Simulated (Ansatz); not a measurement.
# Ta wire along [111], 13 atoms a period: bands along the axis, part 2 of 2

Wanted: the relaxed geometry and the bands of the Ta wire along [111], 13 atoms a period.

Ansatz 0.2.0; DFT PBE, plane waves, PAW; relaxation of a wire's period; PAW set soft_1 (the session's first sound run).

So far: The starting structure; The relaxed wire.

## Step 2: The relaxed wire (continued)

The steps of the relaxation:

```tsv
step	energy less that of the first step (eV)	largest force component (eV/Å)	pressure (GPa)	volume (Å³)
1	0.0000	2.0972	-5.50	695.08
2	-2.3119	0.5765	-0.50	668.95
3	-2.3673	0.4526	0.90	661.90
4	-2.5456	0.0995	-0.10	659.09
5	-2.5662	0.0614	-0.12	655.37
6	-2.5767	0.0195	-0.06	650.10
7*	-2.5741	0.0196	-0.06	650.10
```

Relaxation steps marked * repeat the geometry before them on a plane-wave basis chosen anew for their cell, so energy and pressure can jump there.

The run keeps the 4 symmetry operations that it works with, so distortions that break them were not tested.

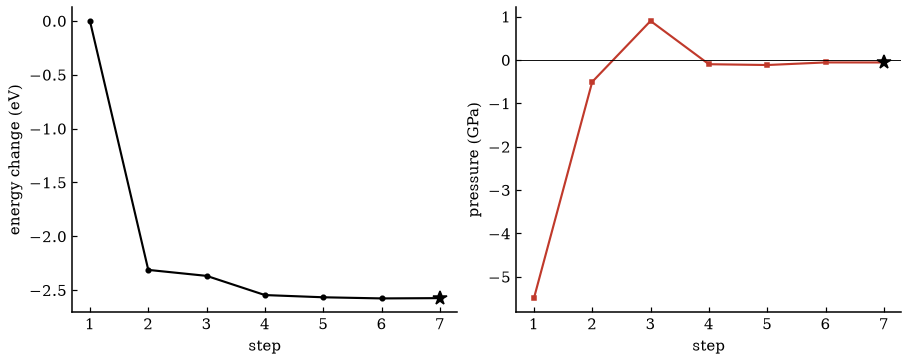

Energy and pressure along the relaxation. Stars mark steps on a basis chosen anew.

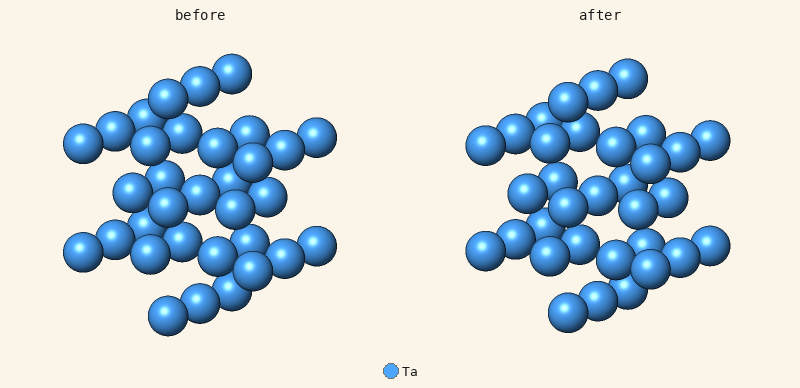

Before and after, at one scale.

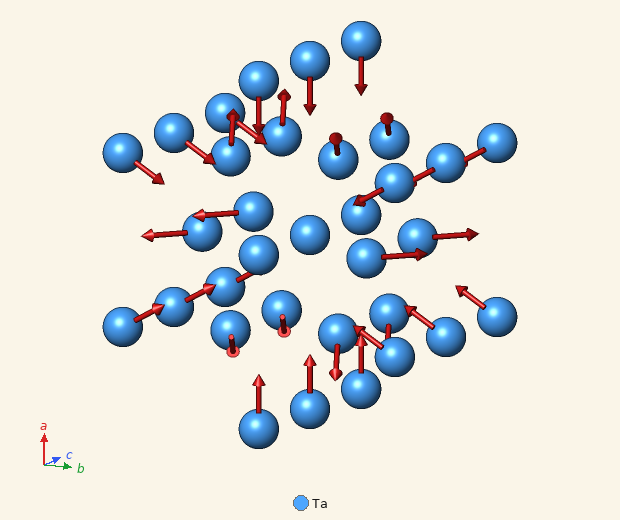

Displacements in the relaxation, exaggerated, measured against the changing cell; the longest in the cell stands for 0.17 Å. 1×1×2 cells are drawn. Some periodic images of atoms are drawn too.

```tsv
cell as run	before	after	change
c (Å)	2.875	2.689	-6.5 %
```

The atoms that moved most (Å, along periodic axes as changes of fractional coordinates times the final cell, across vacuum about the mean position):

```tsv
atom	dx	dy	dz	length
Ta6	0.000	0.113	0.125	0.169
Ta9	0.000	-0.113	-0.125	0.169
Ta10	0.097	0.058	-0.125	0.168
Ta8	-0.097	0.058	-0.125	0.168
Ta7	0.097	-0.058	0.125	0.168
Ta5	-0.097	-0.058	0.125	0.168
Ta1	0.138	0.000	0.000	0.138
Ta13	-0.138	0.000	0.000	0.138
```

Numbers from this step:

| Property | Result |
| --- | --- |
| energy at zero smearing | -129114.2973 eV |
| cell length along the wire | 2.689 Å |

The cell's length comes to 2.689 Å with spin left out.

## Step 3: Bands of the perfect wire

This step: DFT PBE, plane waves, PAW; bands of a perfect wire; PAW set soft_1 (Ansatz 0.2.0).

At the relaxed period the bands are computed along the axis; those that cross an energy going forward count the channels that a perfect wire would open there.

input.yaml

```yaml
crystal:
  lattice:
    - [16.19, 0.0, 0.0]
    - [0.0, 14.932, 0.0]
    - [0.0, 0.0, 2.6891532139]
  atoms:
    - { symbol: Ta, position: [0.218557731, 0.500010245, 0.0] }
    - { symbol: Ta, position: [0.359143079, 0.7645056, 0.000439226] }
    - { symbol: Ta, position: [0.500011676, 0.500010245, 0.0] }
    - { symbol: Ta, position: [0.640880272, 0.7645056, 0.000439226] }
    - { symbol: Ta, position: [0.349023837, 0.405375696, 0.379876309] }
    - { symbol: Ta, position: [0.500011676, 0.689123994, 0.379996853] }
    - { symbol: Ta, position: [0.650999514, 0.405375696, 0.379876309] }
    - { symbol: Ta, position: [0.349023837, 0.594644794, 0.620123691] }
    - { symbol: Ta, position: [0.500011676, 0.310896495, 0.620003147] }
    - { symbol: Ta, position: [0.650999514, 0.594644794, 0.620123691] }
    - { symbol: Ta, position: [0.359143079, 0.23551489, 0.999560774] }
    - { symbol: Ta, position: [0.640880272, 0.23551489, 0.999560774] }
    - { symbol: Ta, position: [0.781465621, 0.500010245, 0.0] }
kpoints:
  mp_grid: { grid: [1, 1, 30] }
  band_path: { path: ["Γ", Z], npoints: 90 }
scf:
  occupations: { method: fermi_dirac, width: 0.05 }
hamiltonian:
  xc: pbe
  pseudopotentials: { kind: paw, azcp: { folder: soft_1 } }
output:
  dos: { e_range: [-5, 4] }
  write_potential: true
  write_density: true
  volumetric_format: npy
```

On the command line:

```
> ansatz run input.yaml --threads 4 --pin off --max-ram 16384MiB --backend cpu --events-out ev --progress --plain --runs-dir out
```

Numbers of over 12 decimals in the logs are rounded to 6 here.

What it wrote:

```text
[...]
Crystal: 13 atoms, lattice volume = 650.100 Å³
Basis set: ecut = 420 eV, 12811 PW (Γ)
Bands: 102, of which v1, the nominal top of the filled ones, is band 85 counted from 1 (84 counted from 0)
Symmetry: 4 space group operations
[...]
k-points: 16 of 30
[...]
SCF iter   1: F=—  HF=-129129.603584 eV  |F-HF|=—  |Δ(HF+E_count)|=         —  Δρ=4.71e-2  dr2=1.45e2  ethr=3.10e-3  ⟨swp⟩=9.5  Hψ=7962  notcnv=0  defer=12
[...]
SCF iter  12: F=-129114.378846 eV  HF=-129114.378846 eV  |F-HF|=6.40e-10  |Δ(HF+E_count)|=   2.62e-8  Δρ=4.74e-7  dr2=1.98e-9  ethr=5.92e-11  ⟨swp⟩=16.7  Hψ=5844  notcnv=0
SCF 1 converged in 12 iterations: F = -129114.378846 eV  dr2 = 1.98e-9
[...]
NSCF: frozen V_eff on 91 k-points
WARN: The output density's exchange-correlation potential varies sharply where the density is thin. Do not read a vacuum level from v_tot or v_xc, or from such a field of the output density. On a cell that repeats whose density bears no net charge and no dipole along the vacuum's axis use v_es (v_loc + v_h of the components); under efield.dipole_correction with no amplitude use v_es + v_field, which holds any externa [...]
SCF converged after 12 iterations
Free energy (F): -129114.378846 eV
[...]
Internal energy: -129114.231612 eV  (E = F + TS)
E sigma→0 (E₀):  -129114.305229 eV
Entropy (-TS):   -0.147234 eV (-11.326 meV/atom)
Fermi energy:    4.413665 eV
[...]
--- Band table (eV; the first three rows and the last of 16) ---
  k-point 0: bands = [... 81 lower, 3.8662, 3.8981, 3.9229, 4.2155, 4.2247, 4.3560, 4.3629, 4.6721, ... 13 higher]
  k-point 1: bands = [... 81 lower, 3.9026, 3.9058, 3.9269, 4.2086, 4.2164, 4.3446, 4.3509, 4.6571, ... 13 higher]
  k-point 2: bands = [... 81 lower, 3.9178, 3.9405, 4.0198, 4.1881, 4.1923, 4.3138, 4.3182, 4.6422, ... 13 higher]
  k-point 15: bands = [... 81 lower, 4.5973, 5.0899, 5.0901, 5.3608, 5.7592, 5.8217, 5.8845, 5.8856, ... 13 higher]
```

Wall time 3 min (4 threads of Arm Neoverse N1, shared host); peak memory 3.3 GiB; 12 min of CPU time.

Reading the cycles: dr2 is the Hartree energy of the density residual (eV), the measure of convergence; HF is the Harris–Foulkes estimate of the energy, which meets the free energy F at convergence.

This step gave:

| Quantity | Value |
| --- | --- |
| energy at zero smearing | -129114.3052 eV |
| band gap | 0 eV |

The electronic bands at the labelled points (eV, zero at the Fermi level; # counts the bands kept):

```tsv
point	#30	#31	#32	#33	#34	#35	#36	#37
Γ	-0.55	-0.52	-0.49	-0.20	-0.19	-0.06	-0.05	0.26
Z	0.18	0.68	0.68	0.95	1.35	1.41	1.47	1.47
```

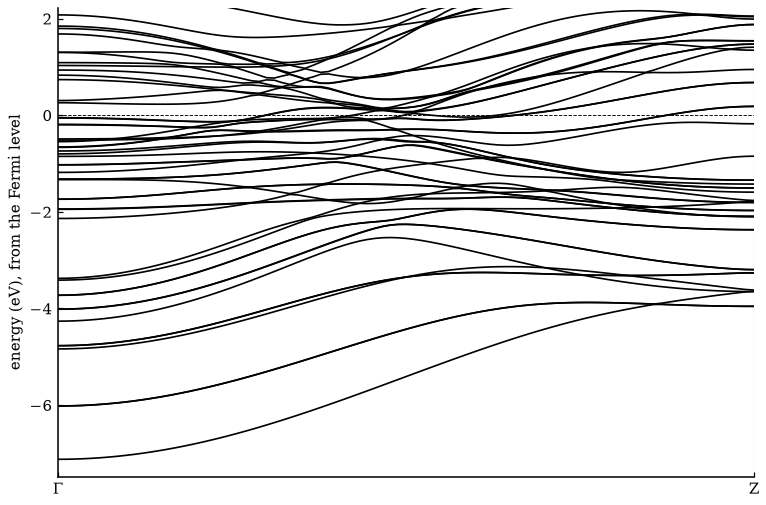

Electronic bands along the path.

Between Γ and Z the bands cross the Fermi level 10 times, so a perfect wire would conduct at least 10 G₀, with spin left out.

## Step 4: Outcome

| Property | Result |
| --- | --- |
| cell length, PBE | 2.689 Å |
| ballistic conductance by band crossings, a lower bound, PBE | 10 G₀ |

In words: Under PBE the cell's length is 2.69 Å, and the bands cross the Fermi level 10 times between Γ and Z, which gives a perfect wire at least 10 G₀ (opposite crossings within one step of the path cancel in such a count). No spin was allowed, though thin wires with open d shells can turn magnetic. Spin-orbit coupling is left out, which matters for the bands of heavy atoms.

[Logs are printed without paths, hosts, clocks, repeated set-up lines and the standing remarks that a program may print on its own settings, such as how far it seeks lower states.]

[Hosts, paths, dates, database ids (printed as entryN), source tags and the programs' standing remarks are cut or masked in the printed files.]
